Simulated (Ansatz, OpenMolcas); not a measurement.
## CF3 (trifluoromethyl radical): methods side by side

CF3: 4 atoms, total charge 0, spin state doublet. SMILES: `F[C](F)F`. The coordinates come from a PBE0-D4/def2-TZVP relaxation.

```xyz
4

F    -1.2275    0.0249    0.2654
C    -0.0395   -0.0595   -0.2867
F     0.6589   -1.0449    0.2273
F     0.6081    1.0795   -0.2059
```

Quantity: the energy change with the F1–C2 bond stretched from 1.313 to 1.510 Å, in eV. The values are calculated.

```csv
level,kind,program,value (eV),CPU time (all runs)
U-r2SCAN/def2-SVPD,meta-GGA,Ansatz,0.45,25 s
U-r2SCAN0/def2-SVPD,hybrid meta-GGA,Ansatz,0.60,29 s
UB3LYP/def2-SVPD,global hybrid,OpenMolcas,0.46,62 s
U-wB97M-V/def2-SVPD,range-separated hybrid,Ansatz,0.51,1.7 min
U-wB97X/def2-SVPD,range-separated hybrid,Ansatz,0.51,54 s
UHSE06/def2-SVPD,range-separated hybrid,Ansatz,0.54,16 s
UMP2/def2-SVPD,perturbation theory,Ansatz,0.47,5.5 s
UCCSD/def2-SVPD,coupled cluster or CI,Ansatz,0.51,99 s
```

The first shape isn't each level's own minimum. The values span 0.45 to 0.60 eV. Times are those of the runs behind each value, whatever else they computed, on shared processors of several kinds: orders of magnitude only.

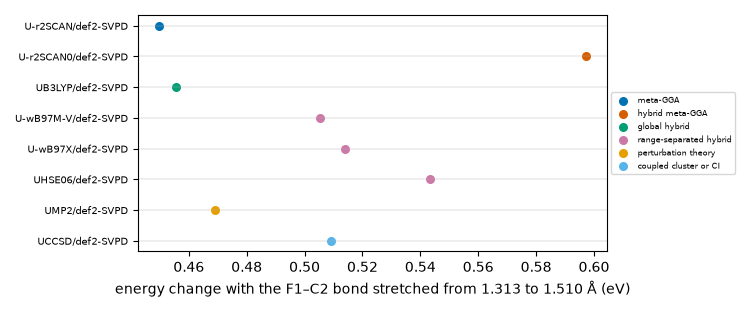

The values of the table, level by level.
